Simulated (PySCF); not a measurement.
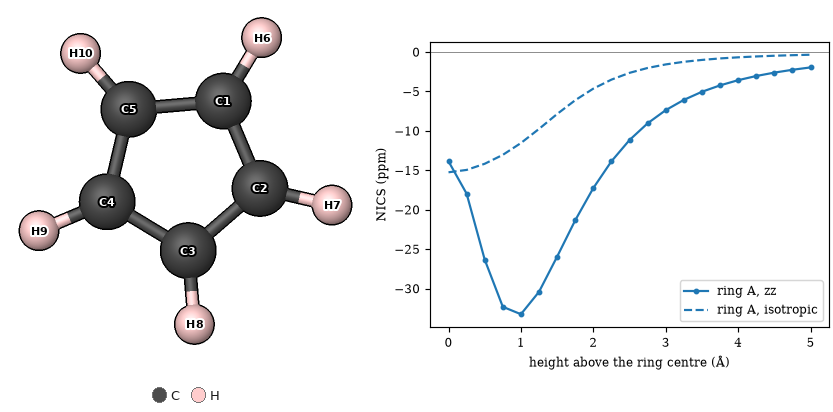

*C₅H₅, charge −1, SMILES `[cH-]1cccc1`. GIAO NICS scans along the ring normals; ring A: 5-membered ring C1/C2/C3/C4/C5.*

Level of theory: B3LYP/def2-SVP (PySCF), at a geometry from GFN2-xTB. The highest occupied Kohn–Sham orbital has positive energy, a self-interaction fault of such functionals for anions. No frequency check shows the geometry to be a minimum. The basis has no diffuse functions, which an anion needs.

> Read the scans.

Ring A is strongly diatropic (aromatic): NICSzz reaches −33.3 ppm at 1.00 Å; NICS(0) = −15.3, NICS(1) = −11.6, NICS(1)zz = −33.3 ppm.

> What absolute proton shieldings does the same calculation give?

26.8 ppm for all of them.
